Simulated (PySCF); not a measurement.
## Electronic structure of C4H9OSi (doublet) in real space

```xyz
15

C     2.7358    0.6969   -0.3081
C     1.5625    0.2418   -0.5979
Si    0.2491   -1.0493   -0.6837
O    -0.3398   -1.1601   -2.2010
C    -1.0708   -0.5040    0.5829
C    -1.6582    0.8749    0.2966
H     3.5447    0.0890    0.0941
H     3.0088    1.7366   -0.4549
H     0.6547   -2.4403   -0.4797
H    -0.7482   -0.4131   -2.6299
H    -1.8805   -1.2356    0.5994
H    -0.6406   -0.5018    1.5848
H    -2.3852    1.1563    1.0577
H    -2.1624    0.8869   -0.6687
H    -0.8743    1.6298    0.2809
```

Geometry: GFN2-xTB.

All numbers below come from UKS B3LYP, pcH-1 on C H O Si, non-relativistic, mean-field spin-orbit, GIAO (PySCF 2.14.0, density-fitted response routines).

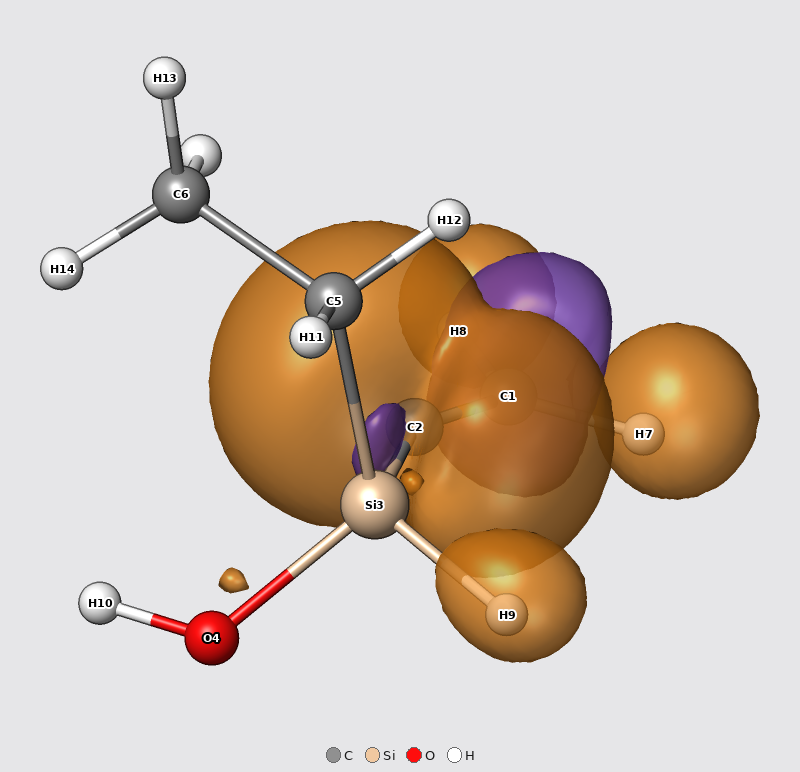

Figure 1. Isosurfaces of the spin density (α minus β) at +0.015 (orange) and −0.015 e/Å³ (purple), seen at an oblique angle.

Question: Which atoms carry the spin?

Answer: The unpaired spin (1 electron) lies mostly on C2 (about 0.7), in electrons by Hirshfeld's partition.

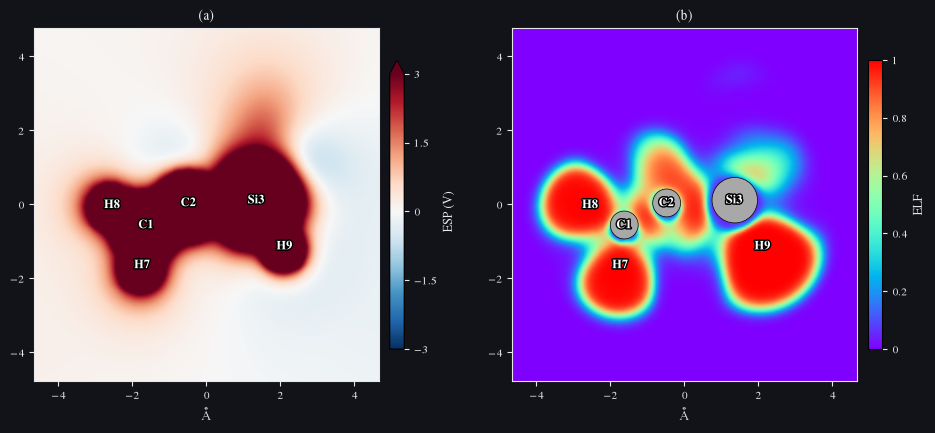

Figure 2. (a) electrostatic potential; (b) electron localisation function on the plane of atoms C2, C1 and H8. Grey discs cover the atomic cores in the ELF map.

Question: Describe what can be read from this map.

Answer:
- The section cuts through C, Si and H sites.
- C–C (1.29 Å): the ELF peaks at about 0.90 between the atoms: a short, multiple covalent bond.
- C–Si (1.84 Å): the ELF peaks at about 0.95 between the atoms (a covalent bond).
- C–H (1.08 Å): the ELF climbs to about 1 towards the hydrogen, as it does in any bond to H (a covalent bond by its length).
- Si–H (1.46 Å): the ELF climbs to about 1 towards the hydrogen.
- Outside the dense part of the molecule the potential is most negative (−0.6 V) near O4, which lies off the plane.

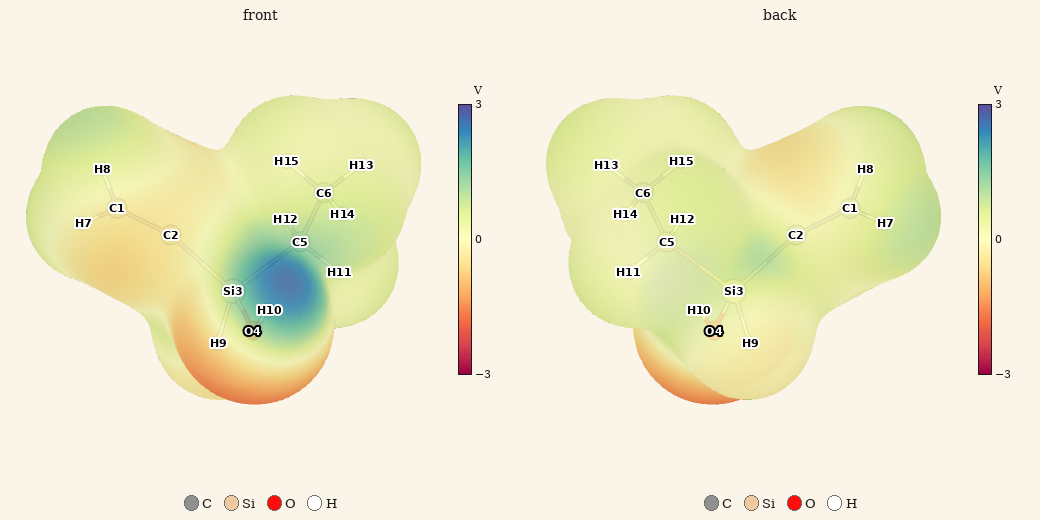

Figure 3. The molecular electrostatic potential painted on the density surface at 0.002 e/bohr³, seen from the front and from behind; the colour scale runs from red (negative) to blue (positive).

Question: Where is the surface potential most negative and most positive?

Answer: The most negative region (about −1.6 V) lies over O4, the most positive (about +2.5 V) over H10. O4 is the likeliest acceptor of a hydrogen bond.
